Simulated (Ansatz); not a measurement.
CH₈GaN (charge +1, doublet)

```xyz
11

Ga   -0.3783   -0.1762   -1.5095
N    -0.2914   -0.3756    0.5314
C     0.4384    0.7417    1.2160
H     0.1394   -1.2811    0.7852
H    -1.2564   -0.4299    0.9020
H     0.4263    0.6001    2.3133
H     1.4872    0.7654    0.8656
H    -0.0488    1.7033    0.9683
H     1.0016   -0.9444   -2.0544
H    -1.0624    1.1383   -1.9387
H    -0.4556   -1.7418   -2.0792
```

Geometry: PBE-D4/def2-SVP.

These are results of UKS PBE0-D4/def2-TZVP in Ansatz 0.2.0, not measurements.

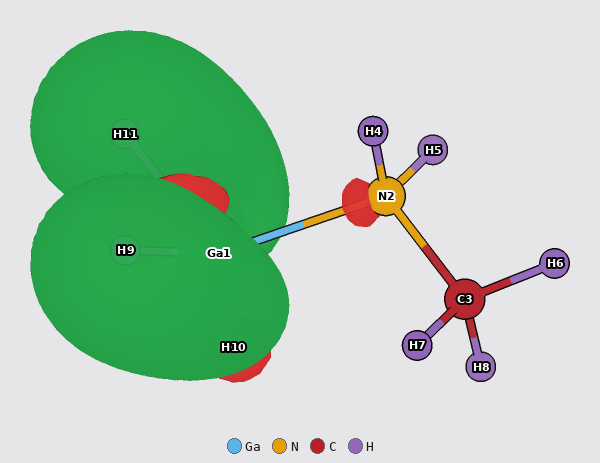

Figure 1. Isosurfaces of the spin density at +0.015 (green) and −0.015 e/Å³ (red), seen at a tilt.

Where is the unpaired spin?

The unpaired spin (1 electron) lies mostly on Ga1 (about 0.3), H9 (about 0.3) and H11 (about 0.3), in electrons by Hirshfeld's partition.

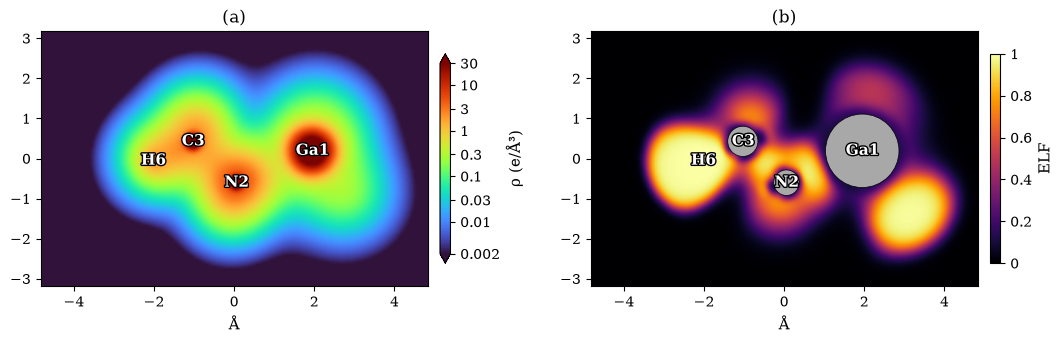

Figure 2. (a) total electron density; (b) electron localisation function on the plane of atoms Ga1, N2 and C3. Grey discs cover the atomic cores in the ELF map.

Interpret the plot.

The section cuts through Ga, N, C and H sites. C–N (1.50 Å): ρ at the midpoint is about 1.7 e/Å³; the ELF peaks at about 0.95 between the atoms (localised, covalent bonding). Ga–N (2.05 Å): ρ is about 0.6 e/Å³ halfway; the ELF peaks at about 0.95 in the valence shell of N, 0.6 Å from its nucleus, and is about 0.45 at the midpoint. C–H (1.11 Å): the density is about 2 e/Å³ at the midpoint; the ELF climbs to about 1 towards the hydrogen, as it does in any bond to H (a covalent bond by its length).

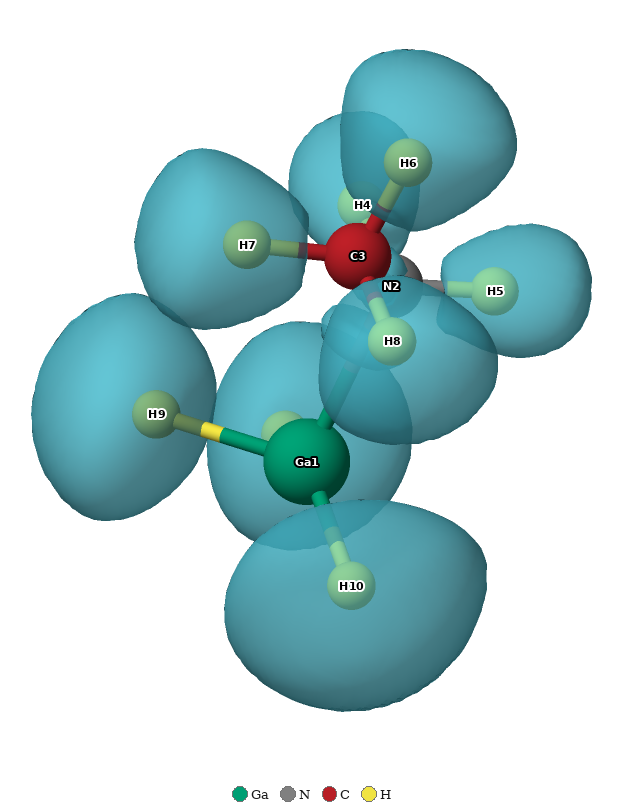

Figure 3. Isosurface of the electron localisation function at 0.85 (cyan), seen at an oblique angle. Only the valence region is drawn (cores and ρ < 0.01 e/Å³ removed).

Where are the electrons localised?

At this value the surface marks out one region between bonded C–N atoms (shared pairs), eight regions around hydrogen nuclei and one lobe of the valence shell of N pointing towards Ga.
